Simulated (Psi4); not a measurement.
## Run report: CH4Si, property calculation

CH4Si, computed with wB97M-V/cc-pVTZ, RKS (Psi4 1.11).

The geometry comes from this level: PBE0-D4/def2-TZVP.

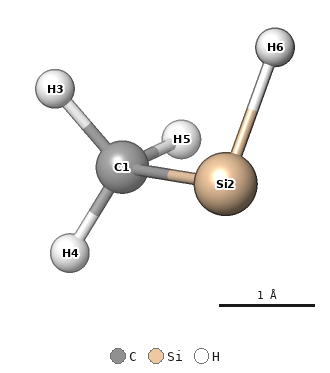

The structure (ball-and-stick view, seen at an oblique angle; atoms are numbered from 1 in the order of the input).

### Input (calc.dat)
```
memory 1.6 GB

molecule {
  C     -0.17668939    -0.69163976    -0.69976558
  Si     1.73344577     0.39646454     2.12083963
  H     -2.18622415    -0.77497668    -0.19313001
  H      0.40629112    -2.52391821    -1.44186103
  H     -0.04535343     0.72187538    -2.21249135
  H      0.26871905     2.87238371     2.42640834
  units au
  symmetry c1
}

set {
  basis cc-pVTZ
  puream true
  scf_type pk
  dft_radial_points 99
  dft_spherical_points 590
  d_convergence 1e-05
  e_convergence 1e-05
}

E, wfn = energy('wb97m-v', return_wfn=True)
oeprop(wfn, 'DIPOLE', 'QUADRUPOLE', 'MULLIKEN_CHARGES', 'LOWDIN_CHARGES')
print_variables()
```

Machine: 1 thread of Intel Xeon (Granite Rapids), 64 GiB of memory available, shared host.

Launched with:
```bash
psi4 -n 1 calc.dat calc.out
```

### The program's output
```
Psi4 1.11 release

   => Loading Basis Set <=

    Name: CC-PVTZ
    Role: ORBITAL
    Keyword: BASIS

         ---------------------------------------------------------
                                   SCF
                              RKS Reference
                        1 Threads,   1525 MiB Core
         ---------------------------------------------------------

  ==> Geometry <==

    Molecular point group: c1
    Full point group: C1

    Geometry (in Bohr), charge = 0, multiplicity = 1:

       Center              X                  Y                   Z               Mass
    ------------   -----------------  -----------------  -----------------  -----------------
         C           -1.194850494774    -0.761850669592    -1.824673291881    12.000000000000
         SI           0.715284665226     0.326253630408     0.995931918119    27.976926534650
         H           -3.204385254774    -0.845187589592    -1.318037721881     1.007825032230
         H           -0.611869984774    -2.594129119592    -2.566768741881     1.007825032230
         H           -1.063514534774     0.651664470408    -3.337399061881     1.007825032230
         H           -0.749442054774     2.802172800408     1.301500628119     1.007825032230

  Running in c1 symmetry.

  Rotational constants: A =      3.11498  B =      0.41558  C =      0.39296 [cm^-1]
  Rotational constants: A =  93384.65130  B =  12458.69114  C =  11780.53203 [MHz]
  Nuclear repulsion =   48.603693730984361

  Charge       = 0
  Multiplicity = 1
  Electrons    = 24
  Nalpha       = 12
  Nbeta        = 12

  ==> Algorithm <==

  SCF Algorithm Type is PK.
  DIIS enabled.
  MOM disabled.
  Fractional occupation disabled.
  Guess Type is SAD.
  Energy threshold   = 1.00e-05
  Density threshold  = 1.00e-05
  Integral threshold = 1.00e-12

  ==> Primary Basis <==

  Basis Set: CC-PVTZ
    Blend: CC-PVTZ
    Number of shells: 46
    Number of basis functions: 120
    Number of Cartesian functions: 134
    Spherical Harmonics?: true
    Max angular momentum: 3

  ==> DFT Potential <==

   => LibXC <=

    Version 7.1.2

   => Composite Functional: WB97M-V <=

    wB97M-V Hyb-GGA Exchange-Correlation Functional

    Deriv               =              1
    GGA                 =           TRUE
    Meta                =           TRUE

    Exchange Hybrid     =           TRUE
    MP2 Hybrid          =          FALSE

   => Exchange-Correlation Functionals <=

    1.0000   wB97M-V exchange-correlation functional

   => Exact (HF) Exchange <=

    0.8500            HF,LR [omega = 0.3000]
    0.1500               HF

   => LibXC Density Thresholds  <==

    XC_HYB_MGGA_XC_WB97M_V:  1.00E-13

   => VV10 Non-Local Parameters <=

    VV10 B              =     6.0000E+00
    VV10 C              =     1.0000E-02

   => Molecular Quadrature <=

    Radial Scheme          =       TREUTLER
    Pruning Scheme         =           NONE
    Nuclear Scheme         =       TREUTLER

    Blocking Scheme        =         OCTREE
    BS radius alpha        =              1
    Pruning alpha          =              1
    Radial Points          =             99
    Spherical Points       =            590
    Total Points           =         334329
    Total Blocks           =           2441
    Max Points             =            256
    Max Functions          =            120
    Weights Tolerance      =       1.00E-15

  ==> Integral Setup <==

  Using in-core PK algorithm.
   Calculation information:
      Number of atoms:                   6
      Number of AO shells:              46
      Number of primitives:            118
      Number of atomic orbitals:       134
      Number of basis functions:       120

      Integral cutoff                 1.00e-12
      Number of threads:                 1

  Performing in-core PK
  Using 79072290 doubles for integral storage.
  We computed 579701 shell quartets total.
  Whereas there are 584821 unique shell quartets.

  Computing range-separated integrals for PK
  We computed 579701 wK shell quartets total.
  Whereas there are 584821 wK unique shell quartets.

  ==> DiskJK: Disk-Based J/K Matrices <==

    J tasked:                  Yes
    K tasked:                  Yes
    wK tasked:                 Yes
    Omega:               3.000E-01
    Memory [MiB]:             1029
    Schwarz Cutoff:          1E-12

  Cached 4.2% of DFT collocation blocks in 0.116 [GiB].

  Minimum eigenvalue in the overlap matrix is 1.7967208033E-03.
  Reciprocal condition number of the overlap matrix is 2.6552830812E-04.
    Using symmetric orthogonalization.

  ==> Pre-Iterations <==

  SCF Guess: Superposition of Atomic Densities via on-the-fly atomic UHF (no occupation information).

   -------------------------
    Irrep   Nso     Nmo
   -------------------------
     A        120     120
   -------------------------
    Total     120     120
   -------------------------

  ==> Iterations <==

                        Total Energy        Delta E     RMS |[F,P]|

   @RKS iter SAD:  -329.26438176169660   -3.29264e+02   0.00000e+00
   @RKS iter   1:  -329.77041999441639   -5.06038e-01   4.56227e-03 ADIIS/DIIS
   @RKS iter   2:  -329.82517581820071   -5.47558e-02   3.41547e-03 ADIIS/DIIS
   @RKS iter   3:  -329.91145374116411   -8.62779e-02   2.67834e-04 ADIIS/DIIS
   @RKS iter   4:  -329.91212556929946   -6.71828e-04   6.93197e-05 DIIS
   @RKS iter   5:  -329.91218854952132   -6.29802e-05   1.37472e-05 DIIS
   @RKS iter   6:  -329.91219307576870   -4.52625e-06   2.93063e-06 DIIS
  Energy and wave function converged.

  ==> Post-Iterations <==

   Electrons on quadrature grid:
      Ntotal   =   23.9999982768 ; deviation = -1.723e-06

    Orbital Energies [Eh]
    ---------------------

    Doubly Occupied:

       1A    -66.428131     2A    -10.325747     3A     -5.447523
       4A     -3.766773     5A     -3.758964     6A     -3.756180
       7A     -0.818798     8A     -0.581044     9A     -0.510815
      10A     -0.505148    11A     -0.403387    12A     -0.307627

    Virtual:

      13A     -0.018153    14A      0.085674    15A      0.137785
      16A      0.161047    17A      0.162242    18A      0.167844
      19A      0.266927    20A      0.279336    21A      0.296673
      22A      0.307970    23A      0.309146    24A      0.326631
      25A      0.348324    26A      0.381254    27A      0.399712
      28A      0.405002    29A      0.439130    30A      0.519272
      31A      0.526033    32A      0.540442    33A      0.574787
      34A      0.634467    35A      0.733365    36A      0.759073
      37A      0.765238    38A      0.858368    39A      0.904961
      40A      0.951875    41A      0.964970    42A      0.977470
      43A      1.001130    44A      1.012361    45A      1.058108
      46A      1.067984    47A      1.080637    48A      1.114553
      49A      1.176630    50A      1.220068    51A      1.273208
      52A      1.274661    53A      1.286742    54A      1.313168
      55A      1.316411    56A      1.371594    57A      1.382443
      58A      1.409101    59A      1.441319    60A      1.506833
      61A      1.516249    62A      1.560134    63A      1.629916
      64A      1.635498    65A      2.202696    66A      2.225707
      67A      2.281694    68A      2.336481    69A      2.342413
      70A      2.436756    71A      2.509968    72A      2.780906
      73A      2.790972    74A      2.824110    75A      2.864149
      76A      2.953305    77A      2.984323    78A      3.054177
      79A      3.075628    80A      3.083221    81A      3.132778
      82A      3.145830    83A      3.338947    84A      3.350744
      85A      3.379413    86A      3.403892    87A      3.484792
      88A      3.495953    89A      3.499534    90A      3.501550
      91A      3.553714    92A      3.590017    93A      3.604677
      94A      3.765647    95A      3.799228    96A      3.800087
      97A      3.903929    98A      3.932484    99A      3.958226
     100A      4.022590   101A      4.026318   102A      4.077525
     103A      4.131034   104A      4.163845   105A      4.185100
     106A      4.305436   107A      4.528098   108A      4.681803
     109A      4.708926   110A      4.777520   111A      4.941156
     112A      5.047571   113A      5.086331   114A      5.107071
     115A      5.187914   116A      5.252247   117A      5.291092
     118A      5.831084   119A      5.844457   120A     12.494130

    Final Occupation by Irrep:
              A
    DOCC [    12 ]
    NA   [    12 ]
    NB   [    12 ]

  @RKS Final Energy:  -329.91219307576870

   => Energetics <=

    Nuclear Repulsion Energy =             48.6036937309843609
    One-Electron Energy =                -550.9709570380216519
    Two-Electron Energy =                 192.9442317769267277
    DFT Exchange-Correlation Energy =     -20.5880653322220653
    Empirical Dispersion Energy =           0.0000000000000000
    VV10 Nonlocal Energy =                  0.0989037865640098
    Total Energy =                       -329.9121930757686982

Computation Completed

Properties will be evaluated at   0.000000,   0.000000,   0.000000 [a0]

Properties computed using the SCF density matrix

 Multipole Moments:

 ------------------------------------------------------------------------------------
     Multipole            Electronic (a.u.)      Nuclear  (a.u.)        Total (a.u.)
 ------------------------------------------------------------------------------------

 L = 1.  Multiply by 2.5417464519 to convert [e a0] to [Debye]
 Dipole X            :          2.5547948           -2.7843295           -0.2295347
 Dipole Y            :         -0.0944333            0.0109674           -0.0834659
 Dipole Z            :          2.6219524           -2.9256978           -0.3037454
 Magnitude           :                                                    0.3897615

 ------------------------------------------------------------------------------------

	total time  =         45 seconds =       0.75 minutes

Properties will be evaluated at   0.000000,   0.000000,   0.000000 [a0]
OEProp: No title given, name of density matrix used for the following properties is 'SCF density'

 Multipole Moments:

 ------------------------------------------------------------------------------------
     Multipole            Electronic (a.u.)      Nuclear  (a.u.)        Total (a.u.)
 ------------------------------------------------------------------------------------

 L = 1.  Multiply by 2.5417464519 to convert [e a0] to [Debye]
 Dipole X            :          2.5547948           -2.7843295           -0.2295347
 Dipole Y            :         -0.0944333            0.0109674           -0.0834659
 Dipole Z            :          2.6219524           -2.9256978           -0.3037454
 Magnitude           :                                                    0.3897615

 L = 2.  Multiply by 1.3450342976 to convert [e a0^2] to [Debye ang]
 Quadrupole XX       :        -44.6788580           28.0640527          -16.6148053
 Quadrupole XY       :         -9.0434126           10.2313406            1.1879279
 Quadrupole XZ       :        -33.0077095           31.4225208           -1.5851887
 Quadrupole YY       :        -37.4339136           20.6933656          -16.7405480
 Quadrupole YZ       :        -22.7313455           22.1344250           -0.5969205
 Quadrupole ZZ       :        -71.3921684           55.0205827          -16.3715856
 Traceless XX        :          6.4894553           -6.5286143           -0.0391590
 Traceless YY        :         13.7343997          -13.8993014           -0.1649017
 Traceless ZZ        :        -20.2238550           20.4279157            0.2040607

 ------------------------------------------------------------------------------------
  Mulliken Charges: (a.u.)
   Center  Symbol    Alpha    Beta     Spin     Total
       1     C     3.21334  3.21334  0.00000 -0.42669
       2    SI     6.93189  6.93189  0.00000  0.13623
       3     H     0.44353  0.44353  0.00000  0.11293
       4     H     0.44575  0.44575  0.00000  0.10851
       5     H     0.44365  0.44365  0.00000  0.11270
       6     H     0.52184  0.52184  0.00000 -0.04368

   Total alpha = 12.00000, Total beta = 12.00000, Total charge =  0.00000

  Lowdin Charges: (a.u.)
   Center  Symbol    Alpha    Beta     Spin     Total
       1     C     3.02390  3.02390  0.00000 -0.04780
       2    SI     6.85396  6.85396  0.00000  0.29207
       3     H     0.51325  0.51325  0.00000 -0.02649
       4     H     0.52124  0.52124  0.00000 -0.04248
       5     H     0.51310  0.51310  0.00000 -0.02620
       6     H     0.57455  0.57455  0.00000 -0.14910

  Total alpha = 12.00000, Total beta = 12.00000, Total charge =  0.00000

  Variable Map:
  ----------------------------------------------------------------------------
  "CURRENT ENERGY"              =>    -329.912193075769
  "CURRENT REFERENCE ENERGY"    =>    -329.912193075769
  "DD SOLVATION ENERGY"         =>       0.000000000000
  "DFT FUNCTIONAL TOTAL ENERGY" =>    -329.912193075769
  "DFT TOTAL ENERGY"            =>    -329.912193075769
  "DFT VV10 ENERGY"             =>       0.098903786564
  "DFT XC ENERGY"               =>     -20.588065332222
  "GRID ELECTRONS ALPHA"        =>      11.999999138415
  "GRID ELECTRONS BETA"         =>      11.999999138415
  "GRID ELECTRONS TOTAL"        =>      23.999998276830
  "NUCLEAR REPULSION ENERGY"    =>      48.603693730984
  "ONE-ELECTRON ENERGY"         =>    -550.970957038022
  "PCM POLARIZATION ENERGY"     =>       0.000000000000
  "PE ENERGY"                   =>       0.000000000000
  "SCF ITERATION ENERGY"        =>    -329.912193075769
  "SCF ITERATIONS"              =>       6.000000000000
  "SCF TOTAL ENERGY"            =>    -329.912193075769
  "TWO-ELECTRON ENERGY"         =>     192.944231776927
  "XC GRID RADIAL POINTS"       =>      99.000000000000
  "XC GRID SPHERICAL POINTS"    =>     590.000000000000
  "XC GRID TOTAL POINTS"        =>  334329.000000000000

  Array Variable Map:
  ----------------------------------------------------------------------------
  "CURRENT DIPOLE"              =>      -0.229534726261 ... -0.303745358496 1 by 3
  "DIPOLE"                      =>      -0.229534726261 ... -0.303745358496 1 by 3
  "QUADRUPOLE"                  =>     -16.614805321605 ... -16.371585632622 1 by 6
  "SCF DIPOLE"                  =>      -0.229534726261 ... -0.303745358496 1 by 3
  "SCF TOTAL ENERGIES"          =>    -329.264381761697 ... -329.912193075769 1 by 7

    Psi4 run time: 0:00:44.77
```

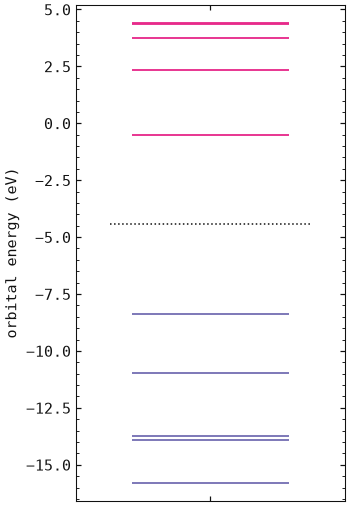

Orbital energies near the frontier; the dotted line parts filled from empty levels, and levels within 0.02 eV of each other stand side by side. Highest filled −8.37 eV, lowest empty −0.49 eV, 7.88 eV apart.

### Results in brief

| quantity | value |
| --- | --- |
| outcome | converged |
| total energy | −329.912193 hartree |
| basis functions | 120 |
| HOMO | −8.37 eV |
| LUMO | −0.49 eV |
| dipole moment | 0.99 D |
| wall time | 46 s |
| peak memory | 1.1 GiB |
